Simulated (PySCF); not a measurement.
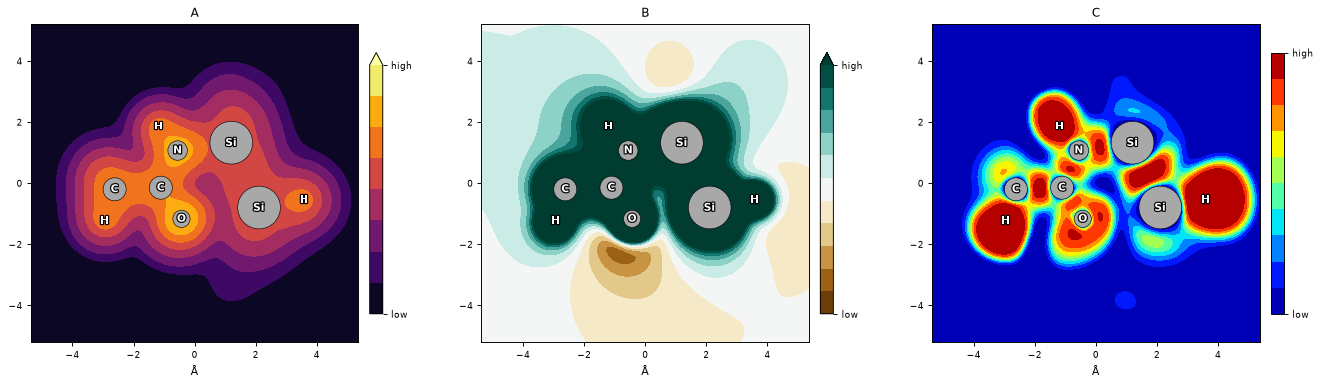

C$_{2}$H$_{12}$N$_{2}$OSi$_{3}$: 3 fields on the plane of atoms O3, C2 and N4, with unlabelled colour scales. Grey discs cover the atomic cores.

Geometry: GFN2-xTB.

Theory: PBE0/pcSseg-1, SCF density, gas phase, non-relativistic (PySCF 2.14.0).

Input

```
{"job": {"kind": "nmr", "xc": "PBE0", "basis": "pcSseg-1"}, "charge": 0, "multiplicity": 1}
C      2.407892     1.654603     0.246275
C      1.189938     0.767560     0.106795
O      0.205906     0.914996     0.819131
N      1.250630    -0.177825    -0.834231
Si    -0.091766    -1.294149    -1.158501
N      0.761813    -2.808581    -1.133036
Si    -1.712487    -0.736671     0.389823
Si    -2.653126     1.358655     0.200530
H      2.536818     2.239342    -0.662923
H      2.275355     2.327098     1.089015
H      3.299102     1.049010     0.398910
H      2.108661    -0.239413    -1.358400
H     -0.302151    -1.098965    -2.602039
H      0.264219    -3.609365    -1.488309
H      1.223595    -3.072666    -0.274877
H     -1.270608    -1.096115     1.746856
H     -2.778945    -1.764794     0.173622
H     -2.057457     2.144663    -0.889035
H     -4.085583     1.277794    -0.125104
H     -2.576955     2.175501     1.410449
```

Run with:

```sh
OMP_NUM_THREADS=1 python probes_run.py task.json out
```

**Which field does each panel show? The fields are: electron density, electron localisation function and electrostatic potential.**

Panel A: electron density. Panel B: electrostatic potential (strongly positive close to the atoms, with negative regions outside electron-rich atoms). Panel C: electron localisation function. From the grid: C–O (1.22 Å): the density is about 3.2 e/Å³ at the midpoint; the ELF peaks at about 0.85 between the atoms; a multiple bond. C–N (1.34 Å): ρ at the midpoint is about 2.4 e/Å³; the ELF peaks at about 0.90 between the atoms; localised, covalent bonding.
